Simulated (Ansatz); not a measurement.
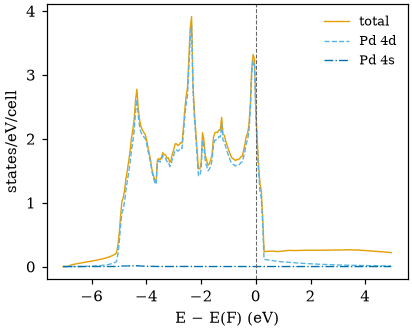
Total and projected density of states of Pd (fcc (Cu type), space group No. 225), the program Ansatz at the PBE level (PAW)

Question: Which orbitals carry the states next to the Fermi level?

Answer: Within 0.5 eV of the Fermi level: Pd 4d 93 %, outside the projected shells 7 %. Projections are on Löwdin-orthogonalised atomic valence shells; empty p or d shells of many metals are not among them.

Question: Where is the tallest occupied peak in this window, and what makes it?

Answer: Near -2.4 eV, about 3.9 states/eV per cell; the largest projected share is Pd 4d.

Space group Fm-3m (fcc (Cu type)). The PBE relaxation kept the symmetry of its start. No spin polarisation was allowed. Scalar-relativistic: spin–orbit coupling is off unless named, which matters more the heavier the elements.

Potentials: the later of the program's two PAW sets.
